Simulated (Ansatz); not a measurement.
# Geometry relaxation, with input and output: Si₂H₇ClO₂ (part 2 of 2)

Si₂H₇ClO₂; RKS revPBE-D4/def2-SVP (Ansatz 0.2.0). The input holds or restrains some coordinates. It belongs to a series of runs on one base structure; here: pulled along the bonds that form and break, towards end B.

Geometry of the input (Å):
```
Si -0.1937  -0.4834  0.9716
O  1.3106  -1.1789  -0.2612
O  -0.8140  0.5087  -0.1545
Si -0.7863  1.7826  -1.1693
H  0.4653  0.4241  1.8832
H  -1.2521  -1.4712  0.9769
H  1.6914  -1.9245  0.6935
Cl 1.0241  -2.2169  2.2861
H  0.9406  -1.7496  -0.9340
H  -0.3777  2.9640  -0.4111
H  0.1587  1.4809  -2.2426
H  -2.1669  1.8643  -1.6385
```

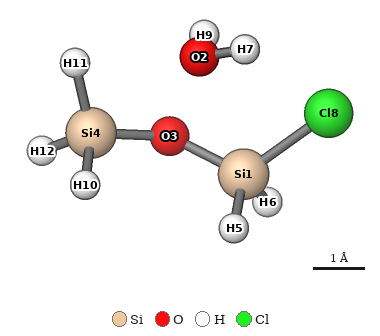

*The geometry at step 12 of the log (ball-and-stick view, seen at a tilt; atoms are numbered from 1 in the order of the input).*

### Trajectory as extended XYZ, continued
```
12
Properties=species:S:1:pos:R:3:forces:R:3 step=4 energy=-32468.91181
Si   -0.3843   -0.4954    1.3298    0.8334   0.3009  -1.6603
O     1.7573   -1.3588   -0.5591   -1.5233   0.6989  -1.5915
O    -0.7922    0.4277   -0.0675    0.2125  -0.4274   0.3891
Si   -0.7806    1.7387   -1.1268    0.0843  -0.3580   0.3209
H     0.4494    0.5146    1.9769   -0.2398   0.7711   0.6982
H    -1.3741   -1.5130    1.0148   -1.0618  -0.2369   0.2755
H     1.9071   -1.8753    0.2202    0.2649  -1.0640   1.3830
Cl    0.6618   -2.0140    2.4913    0.3694  -0.2234  -0.1322
H     0.9391   -1.7783   -0.9576    1.0339   0.3675   0.4083
H    -0.3723    2.9912   -0.4091    0.0234   0.1244   0.0187
H     0.1671    1.4813   -2.2594    0.0345  -0.0267  -0.0557
H    -2.1784    1.8815   -1.6534   -0.0315   0.0735  -0.0538
12
Properties=species:S:1:pos:R:3:forces:R:3 step=5 energy=-32469.24302
Si   -0.3715   -0.4920    1.3146    0.1015   0.0100  -0.0132
O     1.8042   -1.3771   -0.6324   -1.1176   0.1959  -0.5411
O    -0.7642    0.3890   -0.0450    0.1998   0.0496  -0.7484
Si   -0.7613    1.6972   -1.0930    0.0583   0.1453  -0.1591
H     0.3113    0.6268    2.0565   -0.5031  -0.0146   0.3475
H    -1.5166   -1.4390    1.0881   -0.2543   0.2104   0.5348
H     1.9784   -1.9121    0.1527    0.1344  -0.4326   0.5174
Cl    0.6848   -1.9925    2.4357    0.5312  -0.2505  -0.3071
H     0.9829   -1.8018   -0.9988    0.7578   0.2618   0.2072
H    -0.3662    2.9751   -0.3960    0.0278  -0.0686   0.0495
H     0.1752    1.4579   -2.2450    0.0153  -0.0562   0.0486
H    -2.1571    1.8687   -1.6372    0.0488  -0.0504   0.0639
12
Properties=species:S:1:pos:R:3:forces:R:3 step=7 energy=-32469.88403
Si   -0.4214   -0.4832    1.3734   -0.5519   0.5470   0.1520
O     1.7228   -1.2565   -0.6932   -0.2732  -0.6328   0.1956
O    -0.6770    0.3072   -0.0873    0.3480  -0.5283   0.0423
Si   -0.6745    1.6275   -1.1196   -0.0039   0.0892   0.0701
H    -0.0106    0.6752    2.2783   -0.4106  -0.3597  -0.0632
H    -1.7066   -1.2980    1.3900    0.2415   0.3547   0.3269
H     2.0683   -1.9039   -0.0327   -0.0858   0.3551  -0.2190
Cl    0.8198   -1.9743    2.2737    0.2578   0.0057  -0.5260
H     0.9926   -1.7838   -1.0949    0.3241   0.3108   0.0576
H    -0.3137    2.8928   -0.3786    0.0504  -0.0765  -0.0095
H     0.2769    1.4109   -2.2573    0.0346  -0.0292  -0.0181
H    -2.0766    1.7863   -1.6518    0.0689  -0.0360  -0.0088
12
Properties=species:S:1:pos:R:3:forces:R:3 step=8 energy=-32470.12744
Si   -0.4722   -0.4559    1.4047   -0.4354   0.1068   0.3673
O     1.6755   -1.1736   -0.6932    0.1174  -0.4800  -0.0923
O    -0.6544    0.2334   -0.1043    0.1687  -0.3415   0.0840
Si   -0.6304    1.5672   -1.1267    0.0376   0.0455   0.1046
H    -0.1432    0.6720    2.3583   -0.1914  -0.1530  -0.1258
H    -1.7685   -1.2179    1.5625    0.1310   0.2770   0.1256
H     2.1268   -1.8511   -0.1413   -0.1093   0.3042  -0.0986
Cl    0.8420   -1.9665    2.1404    0.0642   0.1367  -0.3833
H     0.9727   -1.7157   -1.1113    0.1421   0.2203   0.0366
H    -0.2466    2.8077   -0.3585    0.0132  -0.0505  -0.0154
H     0.3239    1.3628   -2.2643    0.0259  -0.0661   0.0054
H    -2.0255    1.7377   -1.6663    0.0362   0.0006  -0.0080
12
Properties=species:S:1:pos:R:3:forces:R:3 step=9 energy=-32470.22552
Si   -0.5176   -0.4707    1.4292   -0.3318   0.0991   0.4713
O     1.6306   -1.0771   -0.7089    0.5756  -0.4611  -0.1551
O    -0.6429    0.1457   -0.1067   -0.1130  -0.1211  -0.0594
Si   -0.5835    1.4964   -1.1133   -0.0031  -0.0526   0.0811
H    -0.2215    0.6683    2.3607    0.0337  -0.0137  -0.0025
H    -1.8616   -1.1054    1.6916    0.2133  -0.0069   0.0173
H     2.1735   -1.7432   -0.2278   -0.2109   0.3476  -0.1623
Cl    0.8637   -1.9713    2.0415   -0.2725   0.1956  -0.2434
H     0.9523   -1.6452   -1.1237    0.0205   0.1192   0.0235
H    -0.1918    2.7246   -0.3324    0.0519  -0.0577   0.0084
H     0.3690    1.2732   -2.2495    0.0150  -0.0409   0.0333
H    -1.9701    1.7049   -1.6605    0.0214  -0.0074  -0.0120
12
Properties=species:S:1:pos:R:3:forces:R:3 step=10 energy=-32470.31540
Si   -0.5657   -0.4848    1.4428   -0.2985   0.0245   0.4892
O     1.6169   -0.9201   -0.7038    0.5692  -0.3442  -0.2406
O    -0.7570    0.0750   -0.1062   -0.2091  -0.1552  -0.0850
Si   -0.5614    1.4112   -1.1170    0.0122   0.0838   0.0328
H    -0.1837    0.6623    2.3328    0.0611  -0.0212  -0.0357
H    -1.9009   -1.0778    1.8115    0.1610   0.0214   0.0014
H     2.1886   -1.5605   -0.2287   -0.1245   0.2539  -0.0615
Cl    0.7960   -2.0327    1.9552   -0.2341   0.1443  -0.1914
H     0.9801   -1.5206   -1.1390    0.0051   0.1411   0.0531
H    -0.0450    2.5890   -0.3256    0.0201  -0.0896  -0.0360
H     0.3588    1.1066   -2.2626   -0.0309  -0.0438   0.0515
H    -1.9266    1.7526   -1.6595    0.0683  -0.0150   0.0222
12
Properties=species:S:1:pos:R:3:forces:R:3 step=11 energy=-32470.43106
Si   -0.6119   -0.5099    1.4280   -0.2150   0.0717   0.6080
O     1.6685   -0.7599   -0.6544    0.1290  -0.1137  -0.3907
O    -0.9204    0.0099   -0.1226    0.0500  -0.1206  -0.1642
Si   -0.5632    1.3327   -1.1289   -0.0511   0.2064   0.0802
H    -0.0836    0.6367    2.2607   -0.0065  -0.1650  -0.1741
H    -1.9374   -1.0246    1.9369    0.2117   0.0638  -0.0403
H     2.2478   -1.4105   -0.2159    0.0101   0.0862   0.1161
Cl    0.6990   -2.1373    1.8239   -0.2956   0.1396  -0.1796
H     0.9929   -1.3452   -1.0578    0.1433   0.1832   0.1050
H     0.0918    2.4477   -0.3268   -0.0945  -0.2521  -0.1317
H     0.3161    0.9371   -2.2839   -0.1207  -0.0232   0.0881
H    -1.8996    1.8233   -1.6591    0.2393  -0.0764   0.0832
12
Properties=species:S:1:pos:R:3:forces:R:3 step=12 energy=-32470.51661
Si   -0.6106   -0.5157    1.4193   -0.1974  -0.1135   0.3452
O     1.6735   -0.6539   -0.6500    0.1726  -0.3101  -0.1816
O    -0.9511   -0.0228   -0.1346   -0.0670  -0.3008   0.0579
Si   -0.5613    1.2876   -1.1310    0.0465   0.2040  -0.0780
H     0.0149    0.6168    2.1928    0.0374  -0.1808  -0.0887
H    -1.9276   -0.9679    1.9869    0.1236   0.0986   0.0348
H     2.2334   -1.2588   -0.1207   -0.1198   0.1759  -0.0167
Cl    0.5904   -2.2536    1.7147   -0.2286   0.2950  -0.1822
H     0.9991   -1.2757   -1.0042    0.2530   0.2265   0.1305
H     0.1402    2.3582   -0.3330   -0.0055  -0.0840  -0.0468
H     0.2713    0.8569   -2.3001   -0.0632  -0.0057  -0.0040
H    -1.8722    1.8290   -1.6398    0.0485  -0.0051   0.0297
12
Properties=species:S:1:pos:R:3:forces:R:3 step=13 energy=-32470.61371
Si   -0.6340   -0.5277    1.3951   -0.0113  -0.2131   0.1533
O     1.7318   -0.5580   -0.5773    0.1307  -0.1242  -0.1712
O    -1.0039   -0.0874   -0.1693   -0.0605  -0.0760   0.0291
Si   -0.5861    1.2434   -1.1418    0.0187   0.0385   0.0461
H     0.1367    0.5555    2.0907    0.0121  -0.0803  -0.0224
H    -1.9313   -0.8547    2.0764    0.0933   0.0556  -0.0006
H     2.2318   -1.1611    0.0072   -0.0646   0.1152   0.0318
Cl    0.4675   -2.3401    1.5827   -0.2399   0.2463  -0.0907
H     1.0935   -1.1780   -0.9879    0.1424   0.1008   0.0852
H     0.1930    2.2518   -0.3413   -0.0059  -0.0412  -0.0368
H     0.1823    0.7903   -2.3447   -0.0398  -0.0057  -0.0270
H    -1.8812    1.8660   -1.5897    0.0247  -0.0158   0.0032
12
Properties=species:S:1:pos:R:3:forces:R:3 step=14 energy=-32470.66278
Si   -0.6363   -0.5402    1.3753   -0.1093  -0.2219   0.0915
O     1.7462   -0.5010   -0.5696    0.1059  -0.0442  -0.0983
O    -1.0473   -0.1119   -0.1818    0.0008   0.0237   0.0857
Si   -0.5916    1.2174   -1.1436   -0.0016  -0.0112  -0.0290
H     0.2149    0.4993    2.0379    0.0300  -0.0408  -0.0225
H    -1.9138   -0.7911    2.1214    0.0870   0.0190  -0.0025
H     2.1801   -1.0194    0.1354   -0.0247   0.0528   0.0129
Cl    0.3857   -2.3983    1.4897   -0.1600   0.2132  -0.0604
H     1.1771   -1.1820   -0.9815    0.0858   0.0442   0.0446
H     0.2449    2.1872   -0.3550   -0.0099  -0.0401  -0.0350
H     0.1131    0.7436   -2.3799   -0.0295   0.0161   0.0115
H    -1.8730    1.8965   -1.5483    0.0255  -0.0108   0.0015
12
Properties=species:S:1:pos:R:3:forces:R:3 step=16 energy=-32470.68873 accepted=F
Si   -0.6528   -0.5578    1.3729    0.0219  -0.1823  -0.0553
O     1.7580   -0.4361   -0.5270   -0.1585  -0.6221  -0.3893
O    -1.1497   -0.0500   -0.1315    0.0567   0.1301   0.1024
Si   -0.6175    1.2046   -1.1582   -0.0030  -0.0949   0.0099
H     0.3358    0.3855    1.9989   -0.0382  -0.0610  -0.0345
H    -1.8598   -0.7542    2.2351    0.0114   0.0054  -0.0158
H     2.0523   -0.8188    0.3259   -0.0399  -0.0154  -0.2268
Cl    0.2550   -2.4743    1.2891   -0.1346   0.1756   0.0335
H     1.4257   -1.2424   -1.0109    0.3170   0.7211   0.5690
H     0.2998    2.1536   -0.4356   -0.0446  -0.0475  -0.0247
H     0.0192    0.6453   -2.3963   -0.0214   0.0033   0.0195
H    -1.8660    1.9448   -1.5622    0.0333  -0.0124   0.0121
12
Properties=species:S:1:pos:R:3:forces:R:3 step=17 energy=-32470.69981
Si   -0.6537   -0.5581    1.3732    0.0712  -0.1880  -0.0048
O     1.7644   -0.4237   -0.5159   -0.0930  -0.1803  -0.2951
O    -1.1379   -0.0628   -0.1388    0.0398   0.0827   0.0616
Si   -0.6102    1.1962   -1.1595   -0.0278  -0.0236   0.0271
H     0.3253    0.3929    1.9976   -0.0382  -0.0424  -0.0110
H    -1.8698   -0.7539    2.2220    0.0112  -0.0060  -0.0115
H     2.0920   -0.8666    0.2885    0.0376  -0.0234   0.0467
Cl    0.2712   -2.4685    1.3121   -0.1508   0.1855   0.0135
H     1.3483   -1.1784   -0.9908    0.1667   0.2423   0.1903
H     0.2974    2.1445   -0.4279   -0.0238  -0.0242  -0.0248
H     0.0324    0.6456   -2.3976   -0.0091  -0.0144   0.0138
H    -1.8595    1.9329   -1.5628    0.0163  -0.0082  -0.0058
12
Properties=species:S:1:pos:R:3:forces:R:3 step=18 energy=-32470.71083
Si   -0.6522   -0.5596    1.3825    0.0018  -0.2213  -0.0155
O     1.7735   -0.4038   -0.4964    0.0024   0.0279  -0.1365
O    -1.1741    0.0088   -0.0871    0.0580   0.0389   0.0249
Si   -0.6186    1.1998   -1.1678   -0.0360  -0.0189  -0.0179
H     0.3550    0.3447    2.0225    0.0043  -0.0010   0.0150
H    -1.8501   -0.7826    2.2466   -0.0134   0.0212   0.0222
H     2.0778   -0.8345    0.3234    0.0684  -0.0020   0.0657
Cl    0.2318   -2.4808    1.2210   -0.1129   0.1305   0.0238
H     1.3959   -1.1689   -0.9736    0.0228   0.0285   0.0127
H     0.3100    2.1610   -0.4860    0.0044  -0.0022  -0.0097
H     0.0046    0.5756   -2.3819   -0.0071  -0.0029   0.0212
H    -1.8537    1.9404   -1.6030    0.0072   0.0014  -0.0061
12
Properties=species:S:1:pos:R:3:forces:R:3 step=19 energy=-32470.71167 accepted=F
Si   -0.6610   -0.5735    1.4020    0.0352  -0.1821  -0.1872
O     1.7721   -0.3440   -0.4611    0.0234  -0.0536  -0.0599
O    -1.2283    0.1055   -0.0076    0.2004   0.0319   0.0353
Si   -0.6248    1.1921   -1.1780   -0.0224  -0.1238   0.0183
H     0.4008    0.2531    2.0624   -0.0067  -0.0065  -0.0068
H    -1.8328   -0.7939    2.3006   -0.0185  -0.0321   0.0124
H     2.0461   -0.7814    0.3679    0.0551   0.0457   0.0002
Cl    0.1726   -2.5092    1.0866   -0.1962   0.2527   0.0680
H     1.4777   -1.1173   -0.9826    0.0058   0.0524   0.0198
H     0.3432    2.1683   -0.5741   -0.0205  -0.0257  -0.0195
H    -0.0318    0.4548   -2.3531   -0.0639   0.0635   0.1133
H    -1.8340    1.9457   -1.6630    0.0082  -0.0223   0.0060
12
Properties=species:S:1:pos:R:3:forces:R:3 step=20 energy=-32470.71368
Si   -0.6583   -0.5663    1.3936    0.0124  -0.1909  -0.0206
O     1.7707   -0.3700   -0.4765   -0.0096  -0.0254  -0.1864
O    -1.1966    0.0517   -0.0493    0.0655   0.0218   0.0153
Si   -0.6211    1.1942   -1.1703   -0.0125  -0.0335  -0.0200
H     0.3711    0.3019    2.0465    0.0166   0.0162   0.0121
H    -1.8480   -0.7828    2.2703   -0.0135  -0.0121   0.0157
H     2.0570   -0.8247    0.3358    0.0831  -0.0072   0.1142
Cl    0.2066   -2.4913    1.1724   -0.1366   0.1423   0.0262
H     1.4459   -1.1294   -1.0013    0.0178   0.0751   0.0279
H     0.3284    2.1610   -0.5266   -0.0067   0.0025  -0.0099
H    -0.0123    0.5152   -2.3638   -0.0190   0.0141   0.0254
H    -1.8434    1.9406   -1.6306    0.0026  -0.0029  -0.0001
```

### Summary

| quantity | value |
| --- | --- |
| outcome | converged under the restraints of the input |
| total energy | −32470.7137 eV |
| mean-field energy | −32469.8861 eV |
| largest force (length of the vector) at the end, held atoms and coordinates included | 0.199 eV/Å |
| hardware | 2 threads of AMD EPYC (Zen 5), 16 GiB of memory available, shared host |
| wall time | 17 s (CPU time 33 s) |
| peak memory | 0.18 GiB |
